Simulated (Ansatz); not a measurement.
# AlNH2F (SMILES [NH2][Al][F]): UCCSDTQ/STO-3G

What is the energy change on altering one bond length of AlNH2F at UCCSDTQ/STO-3G? 

The calculation is run with Ansatz 0.2.0.

62 further runs of the same task are left out: 3 that didn't finish, 59 set aside as unsound or not needed.

### 1 Starting point

AlNH2F has 5 atoms, charge 0, and is taken as a doublet. As SMILES, `[NH2][Al][F]`. Geometry: relaxed at PBE0-D4/def2-TZVP. This is one conformer, not always the lowest.

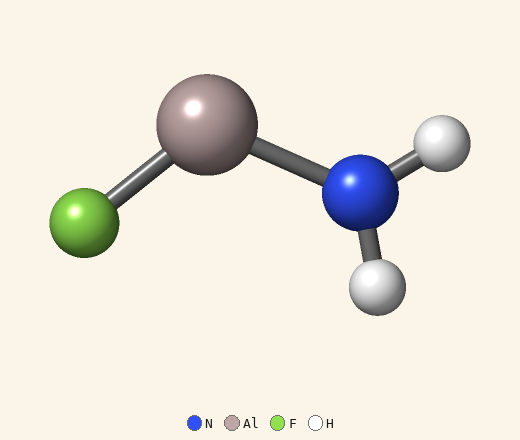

The structure, seen from a chosen angle (nitrogen blue, aluminium light grey, fluorine green, hydrogen white).

### 2 A single-point energy at UCCSDTQ/STO-3G

File molecule.yaml:

```yaml
crystal:
  periodic: [false, false, false]
  atoms:
    - {symbol: "N", position_ang: [-0.384700, 0.499000, -0.263800]}
    - {symbol: Al, position_ang: [0.632000, -0.282800, 0.949500]}
    - {symbol: F, position_ang: [1.228700, -1.786800, 0.590000]}
    - {symbol: H, position_ang: [-0.804300, 1.408300, -0.162700]}
    - {symbol: H, position_ang: [-0.621700, 0.088600, -1.154400]}
basis:
  gaussian:
    orbitals: STO-3G
total_charge: 0
magnetization:
  spin_polarized: true
  initial_magnetization: 1
correlation:
  method: ccsdtq
  frozen_orbitals: {Al: 5, F: 1, H: 0, "N": 1}
accuracy: high
scf:
  omitted_lower_state_checks: [cluster_reference, increment]
```

On the command line:

```sh
ansatz run molecule.yaml --threads 1 --pin off --max-ram 2610MiB --events-out events.jsonl --progress --plain --runs-dir runs
```

The log of the run, shortened:

```text
Warning: RAYON_NUM_THREADS=1 ignored (pool sized by the plan → 1); use --threads N
Functional definition: HF
  name "HF"
[...]
378 factors; integrals over basis functions are off by at most 3.4e-8 eV
[...]
mean field -10665.73507588 eV, -391.9585345439 hartree, gradient 5.6e-8 eV, S^2 0.754722; 0 other end points of the search recorded, 0 dependent functions left out
7 core orbitals not correlated: weight in the atoms' cores, before any rotation towards them, 1.000 or more for the frozen orbitals, at most 0.000 for the correlated occupied ones
reference -10665.73507588 eV, -391.9585345439 hartree; 9, 8 occupied and 5, 6 virtual orbitals, 378 factors
second order -2.08122814 eV of doubles, -0.00000000 eV of singles
cycle   1  -2.35747704 eV  change   -2.8e-1 eV  update   9.0e-2
[...]
cycle  31  -2.77155863 eV  change  -3.5e-10 eV  update   1.3e-9
Total energy: -10668.50663451 eV, -392.0603874449 hartree
Checks for a lower state left out: cluster_reference, increment
```

Wall time 93 s (1 thread of Arm Neoverse V1, shared host); peak memory 0.55 GiB.

### 3 The distorted shape, same level

File input.yaml:

```yaml
crystal:
  periodic: [false, false, false]
  atoms:
    - {symbol: N, position_ang: [-0.325439, 0.601618, -0.041110]}
    - {symbol: Al, position_ang: [0.691261, -0.180182, 1.172190]}
    - {symbol: F, position_ang: [1.287961, -1.684182, 0.812690]}
    - {symbol: H, position_ang: [-0.745039, 1.510918, 0.059990]}
    - {symbol: H, position_ang: [-0.621700, 0.088600, -1.154400]}
basis:
  gaussian:
    orbitals: STO-3G
magnetization:
  spin_polarized: true
  initial_magnetization: 1
correlation:
  method: ccsdtq
  frozen_orbitals: {Al: 5, F: 1, H: 0, "N": 1}
accuracy: high
scf:
  omitted_lower_state_checks: [cluster_reference, increment]
```

On the command line:

```sh
ansatz run input.yaml --threads 1 --pin off --max-ram 2610MiB --events-out events.jsonl --progress --plain --runs-dir runs
```

The log of the run, shortened:

```text
Warning: RAYON_NUM_THREADS=1 ignored (pool sized by the plan → 1); use --threads N
[... 2 set-up lines as earlier in the session ...]
[...]
378 factors; integrals over basis functions are off by at most 4.4e-8 eV
[...]
mean field -10664.60905618 eV, -391.9171540830 hartree, gradient 9.2e-8 eV, S^2 0.756905; 0 other end points of the search recorded, 0 dependent functions left out
7 core orbitals not correlated: weight in the atoms' cores, before any rotation towards them, 1.000 or more for the frozen orbitals, at most 0.000 for the correlated occupied ones
reference -10664.60905618 eV, -391.9171540830 hartree; 9, 8 occupied and 5, 6 virtual orbitals, 378 factors
second order -2.35287652 eV of doubles, -0.00000000 eV of singles
cycle   1  -2.69173759 eV  change   -3.4e-1 eV  update   9.6e-2
[...]
cycle  33  -3.18557587 eV  change  -5.0e-10 eV  update  8.6e-10
Total energy: -10667.79463205 eV, -392.0342218371 hartree
Checks for a lower state left out: cluster_reference, increment
```

Wall time 95 s (1 thread of Arm Neoverse V1, shared host); peak memory 0.55 GiB.

### 4 What came out

Level: UCCSDTQ/STO-3G, 7 core orbitals frozen.

| quantity | value |
| --- | --- |
| first shape: total energy | -392.06039 Eh |
| first shape: correlation energy (7 core orbitals frozen) | -101.9 mEh |
| first shape: ⟨S²⟩ of the reference determinant | 0.755 |
| first shape: T1 diagnostic | 0.018 |
| distorted shape: total energy | -392.03422 Eh |
| distorted shape: correlation energy (7 core orbitals frozen) | -117.1 mEh |
| distorted shape: ⟨S²⟩ of the reference determinant | 0.757 |
| distorted shape: T1 diagnostic | 0.019 |
| energy change with the N1–H5 bond stretched from 1.009 to 1.261 Å | 0.712 eV |

What this shows: With the N1–H5 bond stretched from 1.009 to 1.261 Å the energy rises by 0.71 eV (68.7 kJ/mol). The first shape isn't relaxed at this level, so the change isn't measured from a minimum. The minimal basis adds a large error of its own.
